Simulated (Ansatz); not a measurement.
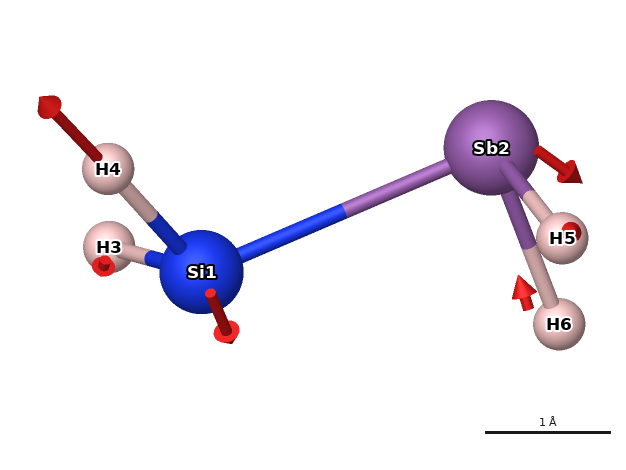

Arrows show the forces on the atoms, 1 Å of arrow for 1 eV/Å; forces under a tenth of the largest aren't drawn. State: neutral, doublet. Level of theory: PBE-D4/def2-TZVPP (Ansatz 0.2.0).

### On which atom is the force largest, and how large is it?

On H4: 1.04 eV/Å.

### Along which bond is the force strongest?

Si1–H4, now 1.450 Å: the forces push its atoms apart, so a first step downhill lengthens it.

List the force components in the frame of the picture (x right, y up, z towards the viewer), in eV/Å.

```tsv
atom	Fx	Fy	Fz
Si1	0.17	−0.41	−0.59
Sb2	0.37	−0.27	−0.23
H3	−0.04	−0.13	−0.20
H4	−0.47	0.49	0.79
H5	0.05	0.04	0.17
H6	−0.08	0.28	0.05
```
